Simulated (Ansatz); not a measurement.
# H$_{6}$N$_{2}$Si···HBr: what the fields show

```xyz
11

Si    0.0016    0.2193   -0.3134
H     0.3856    0.0337    1.1201
H     1.2567    0.5619   -1.0309
N    -1.0528    1.5223   -0.6576
H    -1.9953    1.5575   -0.3079
H    -0.7051    2.4302   -0.9126
N    -0.7773   -1.2500   -0.7127
H    -0.5794   -2.1075   -0.2251
H    -1.1613   -1.4131   -1.6280
Br    0.6140   -3.0510    2.2922
H     0.5862   -1.6440    2.0994
```

Level of theory: RKS BHLYP-D4/def2-SVP (Ansatz 0.2.0).

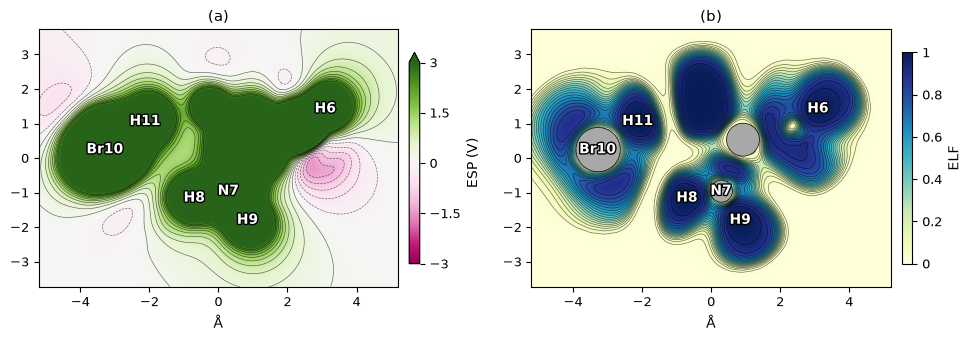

Figure 1. (a) molecular electrostatic potential; (b) electron localisation function on the plane of atoms H8, N7 and H9. Grey discs cover the atomic cores in the ELF map.

### Describe what can be read from this map.

- Atoms in the plane: H, N and Br.
- N–H (1.01 Å): the ELF climbs to about 1 towards the hydrogen, as it does in any bond to H (an ordinary covalent bond to hydrogen).
- Br–H (1.42 Å): the ELF climbs to about 1 towards the hydrogen.
- The ELF also peaks beside Br10 and N4, away from the bonds: lone-pair regions.
- Outside the dense part of the complex the potential is most negative (−1.5 V) near N4, which lies off the plane.

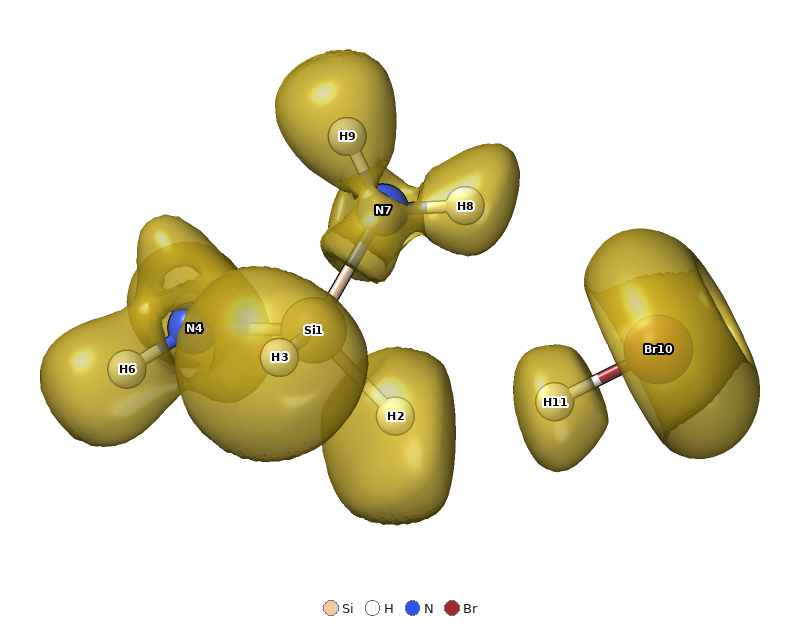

Figure 2. Isosurface of the ELF at 0.8 (yellow), seen across its widest extent. Core shells and regions of very low density are left out.

### Identify the bonds, lone pairs and shells in this picture.

The surface consists of three regions around hydrogen nuclei, one ring or bowl of non-bonding electrons around Br and two joined regions spread over several atoms (H, N), in which their bonds and any lone pairs are merged.


H2···H11 (1.95 Å): the ELF dips to about 0.10 between them. Si–N (1.71 Å): the ELF peaks at about 0.90 between the atoms: a shared but strongly polarised pair.

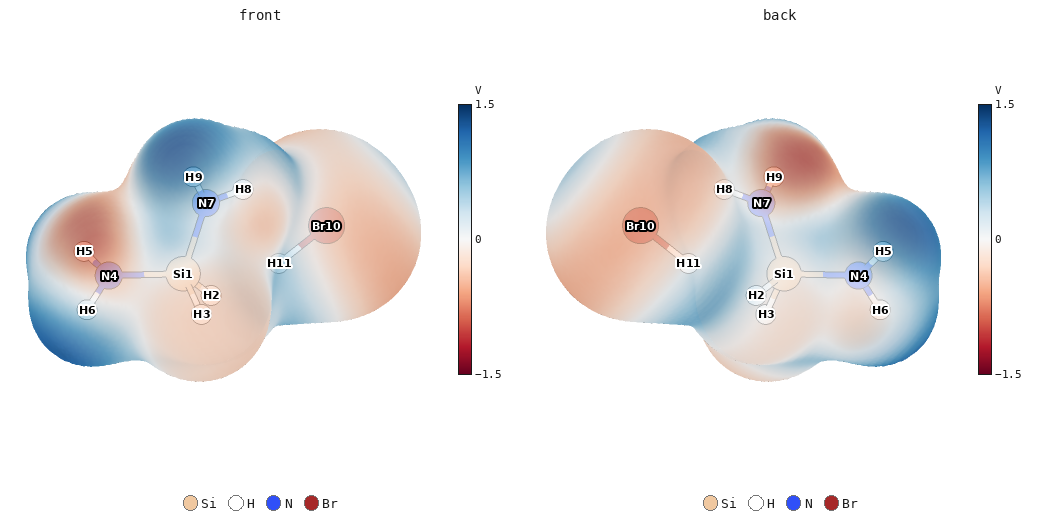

Figure 3. The molecular electrostatic potential painted on the density surface at 0.001 e/bohr³, seen from the front and from behind; the colour scale runs from red (negative) to blue (positive).

### Describe the electrostatic potential map.

The most negative region (about −0.8 V) lies over N4 and N7, the most positive (about +1.2 V) over H5 and H6. Br10 shows a σ-hole: about +0.4 V at the tip opposite its bond, against about −0.3 V on its flanks.
